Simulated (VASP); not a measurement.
Band structure of Gd (hcp). All values below come from PW91 GGA, VASP's PBE PAW potentials (set 64) (plane waves; VASP).

The 4f electrons are frozen in the core of the lanthanide potential, so 4f levels, which can set the real gap, and their magnetism are missing.

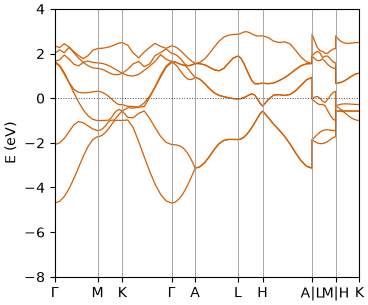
*Bands along high-symmetry lines, zero at the valence-band maximum or, without a gap, the Fermi level*

Read the plot: is there a gap, and where are the band edges?

It has no gap at this level: it comes out as a metal or semimetal. (Edges off the drawn lines would not show.)

The compound is Gd in the hcp structure. It was relaxed first.
